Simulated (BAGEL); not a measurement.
**CH6GaN (SMILES [CH3][GaH][NH2]) at HF/STO-3G (density fitting with qzvpp-jkfit)**

Aim: the energy change on altering one bond length of CH6GaN at HF/STO-3G (density fitting with qzvpp-jkfit), from 2 runs. 

Program for the calculation: BAGEL 1.2.2.

1 further run of the same task is left out (it didn't finish). Runs told in other sessions of the task aren't counted.

### Step 1. The structure to begin with

CH6GaN: 9 atoms, total charge 0, spin state singlet. SMILES: `[CH3][GaH][NH2]`. The coordinates come from a PBE0-D4/def2-TZVP relaxation.

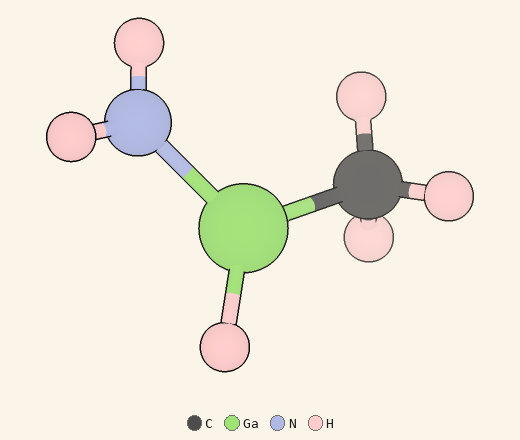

Viewed from a chosen angle; carbon dark grey, gallium green, nitrogen light blue, hydrogen pink.

### Step 2. The energy at HF/STO-3G (density fitting with qzvpp-jkfit)

The input, input.json:

```json
{ "bagel": [

{
  "title": "molecule",
  "basis": "sto-3g",
  "df_basis": "qzvpp-jkfit",
  "angstrom": "true",
  "geometry": [
    { "atom": "C", "xyz": [      -0.279100,       0.944700,      -1.124800 ] },
    { "atom": "Ga", "xyz": [       0.513400,      -0.531900,      -0.104400 ] },
    { "atom": "N", "xyz": [      -0.068200,      -0.807600,       1.596800 ] },
    { "atom": "H", "xyz": [      -0.756000,       0.568300,      -2.033100 ] },
    { "atom": "H", "xyz": [       0.493400,       1.652200,      -1.435600 ] },
    { "atom": "H", "xyz": [      -1.026300,       1.483500,      -0.540100 ] },
    { "atom": "H", "xyz": [       1.617900,      -1.521300,      -0.608700 ] },
    { "atom": "H", "xyz": [       0.276500,      -1.536600,       2.197700 ] },
    { "atom": "H", "xyz": [      -0.771600,      -0.251300,       2.052200 ] }
  ]
},

{ "title": "hf" },

{ "title": "print", "file": "orbitals.molden", "orbitals": "true" }

]}
```

Launch:

```bash
$ BAGEL_NUM_THREADS=1 BAGEL input.json > input.out
```

The log of the run:

```text
* using 1 threads per process

  ===============================================================
  ===============================================================

  *** Geometry ***

  { "atom" : "C", "xyz" : [     -0.527423,      1.785224,     -2.125564 ] },
  { "atom" : "Ga", "xyz" : [      0.970185,     -1.005145,     -0.197287 ] },
  { "atom" : "N", "xyz" : [     -0.128879,     -1.526143,      3.017515 ] },
  { "atom" : "H", "xyz" : [     -1.428633,      1.073931,     -3.842002 ] },
  { "atom" : "H", "xyz" : [      0.932391,      3.122206,     -2.712891 ] },
  { "atom" : "H", "xyz" : [     -1.939426,      2.803409,     -1.020641 ] },
  { "atom" : "H", "xyz" : [      3.057388,     -2.874840,     -1.150276 ] },
  { "atom" : "H", "xyz" : [      0.522509,     -2.903753,      4.153051 ] },
  { "atom" : "H", "xyz" : [     -1.458113,     -0.474888,      3.878096 ] },

  Number of auxiliary basis functions:      526

  Since a DF basis is specified, we compute 2- and 3-index integrals:
    o Being stored without compression. Storage requirement is 0.005 GB

  Number of basis functions:       34
  Number of electrons      :       50

    * METHOD: MOLECULE                             0.17

  *** RHF ***

  === Nuclear Repulsion ===
   188.6306445280

      * DIIS with orbital gradients will be used.

  === RHF iteration (sto-3g) ===
      0      -1995.49627852          0.00944369           0.02
      1      -1995.53393802          0.00349331           0.02
      2      -1995.53862695          0.00085356           0.02
      3      -1995.53911757          0.00020453           0.02
      4      -1995.53917614          0.00013422           0.02
      5      -1995.53922097          0.00005989           0.02
      6      -1995.53922991          0.00003188           0.02
      7      -1995.53923291          0.00000891           0.02
      8      -1995.53923311          0.00000212           0.02
      9      -1995.53923312          0.00000064           0.02
     10      -1995.53923312          0.00000025           0.02
     11      -1995.53923312          0.00000011           0.02
     12      -1995.53923312          0.00000005           0.02
     13      -1995.53923312          0.00000003           0.02
     14      -1995.53923312          0.00000002           0.02
     15      -1995.53923312          0.00000001           0.02
    * SCF iteration converged.

    * Permanent dipole moment:
           (    0.105651,     0.037082,    -0.286494) a.u.

    * METHOD: HF                                   0.42

    * METHOD: PRINT                                0.00

  ===============================================================
```

Wall time 0.74 s (1 thread of Arm Neoverse V2, shared host).

### Step 3. The distorted shape, same level

The input, job.json:

```json
{ "bagel" : [

{
  "title" : "molecule",
  "basis" : "sto-3g",
  "df_basis" : "qzvpp-jkfit",
  "angstrom" : true,
  "geometry" : [
    { "atom" : "C", "xyz" : [    0.186181,    1.165260,   -2.485763 ] },
    { "atom" : "Ga", "xyz" : [    0.978681,   -0.311340,   -1.465363 ] },
    { "atom" : "N", "xyz" : [   -0.068200,   -0.807600,    1.596800 ] },
    { "atom" : "H", "xyz" : [   -0.290719,    0.788860,   -3.394063 ] },
    { "atom" : "H", "xyz" : [    0.958681,    1.872760,   -2.796563 ] },
    { "atom" : "H", "xyz" : [   -0.561019,    1.704060,   -1.901063 ] },
    { "atom" : "H", "xyz" : [    2.083181,   -1.300740,   -1.969663 ] },
    { "atom" : "H", "xyz" : [    0.276500,   -1.536600,    2.197700 ] },
    { "atom" : "H", "xyz" : [   -0.771600,   -0.251300,    2.052200 ] }
  ]
},
{ "title" : "hf" },
{ "title" : "print", "file" : "orbitals.molden", "orbitals" : true }

]}
```

Launch:

```bash
$ BAGEL_NUM_THREADS=1 BAGEL job.json > job.out
```

The log of the run:

```text
* using 1 threads per process

  ===============================================================
  ===============================================================

  *** Geometry ***

  { "atom" : "C", "xyz" : [      0.351831,      2.202022,     -4.697411 ] },
  { "atom" : "Ga", "xyz" : [      1.849439,     -0.588347,     -2.769135 ] },
  { "atom" : "N", "xyz" : [     -0.128879,     -1.526143,      3.017515 ] },
  { "atom" : "H", "xyz" : [     -0.549379,      1.490729,     -6.413850 ] },
  { "atom" : "H", "xyz" : [      1.811645,      3.539003,     -5.284738 ] },
  { "atom" : "H", "xyz" : [     -1.060172,      3.220207,     -3.592488 ] },
  { "atom" : "H", "xyz" : [      3.936642,     -2.458042,     -3.722124 ] },
  { "atom" : "H", "xyz" : [      0.522509,     -2.903753,      4.153051 ] },
  { "atom" : "H", "xyz" : [     -1.458113,     -0.474888,      3.878096 ] },

  Number of auxiliary basis functions:      526

  Since a DF basis is specified, we compute 2- and 3-index integrals:
    o Being stored without compression. Storage requirement is 0.005 GB

  Number of basis functions:       34
  Number of electrons      :       50

    * METHOD: MOLECULE                             0.17

  *** RHF ***

  === Nuclear Repulsion ===
   152.1069269687

      * DIIS with orbital gradients will be used.

  === RHF iteration (sto-3g) ===
      0      -1995.04057453          0.01731642           0.02
      1      -1993.01044617          0.06921332           0.02
      2      -1995.18559054          0.00696264           0.02
      3      -1995.21368707          0.00332361           0.02
      4      -1995.22057266          0.00194503           0.02
      5      -1995.22313194          0.00122437           0.02
      6      -1995.22485651          0.00020120           0.02
      7      -1995.22491589          0.00007906           0.02
      8      -1995.22492937          0.00003710           0.02
      9      -1995.22493221          0.00001743           0.02
[... 21 lines of this table left out ...]
     31      -1995.22493317          0.00000002           0.02
     32      -1995.22493317          0.00000002           0.02
     33      -1995.22493317          0.00000001           0.02
     34      -1995.22493317          0.00000001           0.02
    * SCF iteration converged.

    * Permanent dipole moment:
           (   -0.472477,    -0.362986,     1.627606) a.u.

    * METHOD: HF                                   0.78

    * METHOD: PRINT                                0.00

  ===============================================================
```

Run time: 1.1 s. Hardware: 1 thread of Arm Neoverse V2, shared host.

### Step 4. Outcome

Level: HF/STO-3G (density fitting with qzvpp-jkfit).

| quantity | value |
| --- | --- |
| first shape: total energy | -1995.53923 Eh |
| first shape: dipole moment | 0.78 D |
| first shape: HOMO energy | -6.87 eV |
| first shape: LUMO energy | 6.26 eV |
| first shape: HOMO–LUMO gap | 13.12 eV |
| distorted shape: total energy | -1995.22493 Eh |
| distorted shape: dipole moment | 4.41 D |
| distorted shape: HOMO energy | -4.88 eV |
| distorted shape: LUMO energy | 3.01 eV |
| distorted shape: HOMO–LUMO gap | 7.89 eV |
| energy change with the Ga2–N3 bond stretched from 1.819 to 3.274 Å | 8.553 eV |

In words: With the Ga2–N3 bond stretched from 1.819 to 3.274 Å the energy rises by 8.55 eV (197 kcal/mol). The first shape isn't relaxed at this level, so the change isn't measured from a minimum. A restricted reference can't describe the breaking bond well at this length. The minimal basis adds a large error of its own.
